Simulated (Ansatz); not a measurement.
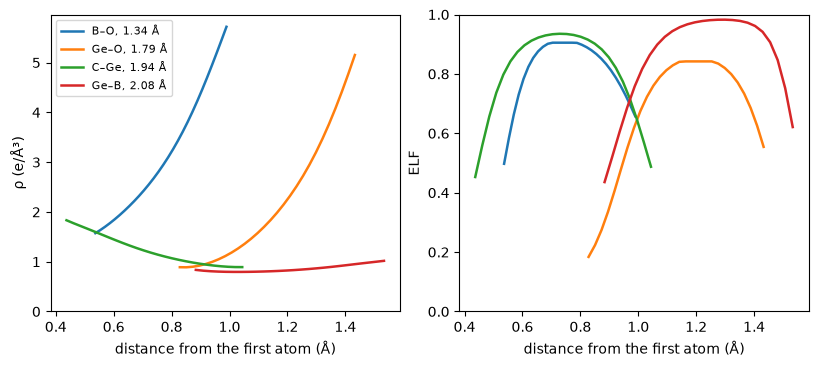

The picture shows: CH$_{7}$BGeO$_{2}$ (SMILES [CH3][GeH]([OH])[BH]O). Electron density and electron localisation function along straight lines between neighbouring atoms. The curves leave out the atomic cores.

The calculation used RKS BHLYP-D4/def2-SVP (Ansatz).

The calculation's input:

```
crystal:
  periodic: [false, false, false]
  atoms:
    - { symbol: C, position_ang: [-1.0368, -0.679, 1.1676] }
    - { symbol: Ge, position_ang: [0.5879, 0.0367, 0.4382] }
    - { symbol: O, position_ang: [1.7914, -1.2543, 0.4746] }
    - { symbol: B, position_ang: [0.3819, 0.6417, -1.4728] }
    - { symbol: O, position_ang: [-0.662, 1.6702, -1.7887] }
    - { symbol: H, position_ang: [-1.4272, -1.4805, 0.5461] }
    - { symbol: H, position_ang: [-1.8231, 0.1711, 1.126] }
    - { symbol: H, position_ang: [-0.8958, -0.941, 2.1992] }
    - { symbol: H, position_ang: [1.0728, 1.2613, 1.3316] }
    - { symbol: H, position_ang: [2.6669, -0.809, 0.2369] }
    - { symbol: H, position_ang: [0.9156, 0.1278, -2.3198] }
    - { symbol: H, position_ang: [-0.22161, 2.52712, -1.79115] }
basis:
  gaussian: { orbitals: def2-SVP }
hamiltonian:
  xc: { name: BHLYP }
  dispersion: d4
relax:
  f_tol: 0.015
  max_steps: 40
output:
  orbitals: {}
```

Command:

```sh
ansatz run input.yaml --threads 2 --pin off --max-ram 3072MiB --backend cpu --events-out ev --progress --plain --runs-dir out
```

The fields are those of the run's last geometry, not of the input's.

Compare the contacts.

Answer. B–O (1.34 Å): the density is about 2.2 e/Å³ at the midpoint; the ELF peaks at about 0.90 between the atoms, as expected for a short, strongly polar bond.
Ge–O (1.79 Å): ρ is about 0.92 e/Å³ halfway; the ELF peaks at about 0.85 in the valence shell of O, 0.6 Å from its nucleus, and is about 0.35 at the midpoint.
C–Ge (1.94 Å): ρ at the midpoint is about 0.91 e/Å³; the ELF peaks at about 0.95 in the valence shell of C, 0.7 Å from its nucleus, and is about 0.70 at the midpoint.
Ge–B (2.08 Å): ρ is about 0.8 e/Å³ halfway; the ELF peaks at about 1 in the valence shell of B, 0.8 Å from its nucleus, and is about 0.85 at the midpoint.
